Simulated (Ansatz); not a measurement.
The calculation's input:

```
crystal:
  lattice:
    - [2.7645907131, -2.89e-08, 0.0]
    - [-1.3822953316, 2.3942058031, 0.0]
    - [0.0, 0.0, 22.0135456]
  atoms:
    - { symbol: Mo, position: [0.3333333333, 0.6666666667, 0.648715] }
    - { symbol: Mo, position: [0.3333333333, 0.6666666667, 0.851285] }
    - { symbol: Mo, position: [0.6666666667, 0.3333333333, 0.148715] }
    - { symbol: Mo, position: [0.6666666667, 0.3333333333, 0.351285] }
    - { symbol: Ru, position: [0.3333333333, 0.6666666667, 0.049597] }
    - { symbol: Ru, position: [0.3333333333, 0.6666666667, 0.25] }
    - { symbol: Ru, position: [0.3333333333, 0.6666666667, 0.450403] }
    - { symbol: Ru, position: [0.6666666667, 0.3333333333, 0.75] }
    - { symbol: Ru, position: [0.6666666667, 0.3333333333, 0.950403] }
    - { symbol: Ru, position: [0.6666666667, 0.3333333333, 0.549597] }
basis:
  ecutwfc: 500
kpoints:
  mp_grid: { grid: [18, 18, 2] }
  band_path:
    path:
      - [[0.0, 0.0, 0.0], [0.5, 0.0, 0.0], [0.33333333, 0.33333333, 0.0], [0.0, 0.0, 0.0], [0.0, 0.0, 0.5], [0.5, 0.0, 0.5], [0.33333333, 0.33333333, 0.5], [0.0, 0.0, 0.5]]
      - [[0.5, 0.0, 0.5], [0.5, 0.0, 0.0]]
      - [[0.33333333, 0.33333333, 0.5], [0.33333333, 0.33333333, 0.0]]
    npoints: 14
hamiltonian:
  xc: r2scan
scf:
  occupations: { method: gaussian, width: 0.1 }
  n_extra_bands: 25
output:
  forces: true
  stress: true
  eigenvalues: true
  populations: true
  dos: { projected: true, de: 0.02, nscf_kmesh: { grid: [22, 22, 3] } }
  bader: true
  write_density: true
  write_potential: true
  elf: true
  volumetric_format: npy
```

Run with:

```sh
ansatz run input.yaml --threads 4 --pin off --max-ram 8192MiB --backend cpu --events-out ev --progress --plain --runs-dir out
```

Below, planes, directions and counts refer to the conventional cell (a = 2.76 Å, b = 2.76 Å, c = 22.01 Å, α = 90.00°, β = 90.00°, γ = 120.00°).

Space group P6₃/mmc; a structure generated by program, which may or may not match a known phase; computed pressure about −5 GPa in this cell; computed without spin polarisation.

These are results of DFT r2SCAN, scalar-relativistic, plane waves, PAW in Ansatz 0.2.0, not measurements.

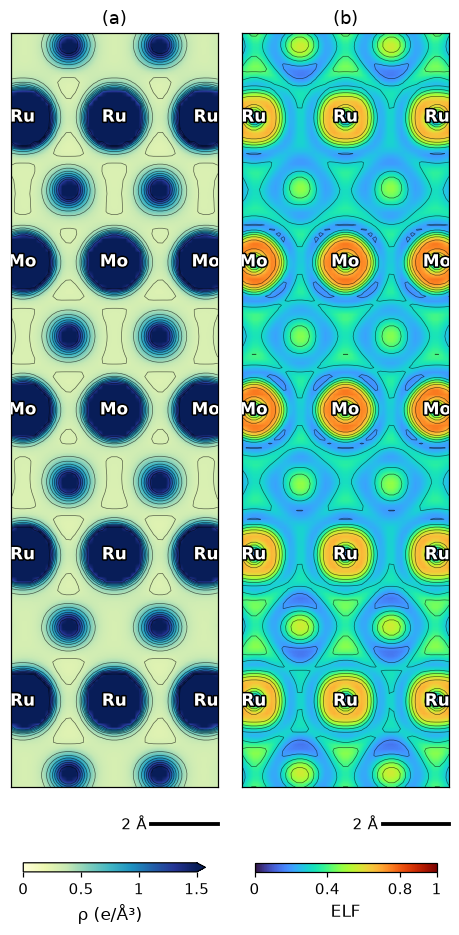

Mo₂Ru₃. (a) valence electron density; (b) electron localisation function on the (100) plane of the conventional cell.

The density is the valence pseudo-density of a PAW calculation; it isn't the true density close to the nuclei.

> Interpret the plot.

Atoms in the plane: Mo and Ru.
Atoms just off the plane (Mo, 0.8 Å away and Ru, 0.8 Å away) can leave unmarked features too.
Mo–Mo (2.76 Å): ρ is about 0.36 e/Å³ halfway; the ELF is about 0.30 at the midpoint: no shared electron pair shows on this line.
Ru–Ru (2.76 Å): ρ is about 0.35 e/Å³ halfway; the ELF is about 0.30 at the midpoint.
Between the atoms the lowest density in this plane is 0.26 e/Å³.
The features right at Mo and Ru lie inside the PAW spheres, where the map follows smoothed inner orbitals and isn't to be read closely.
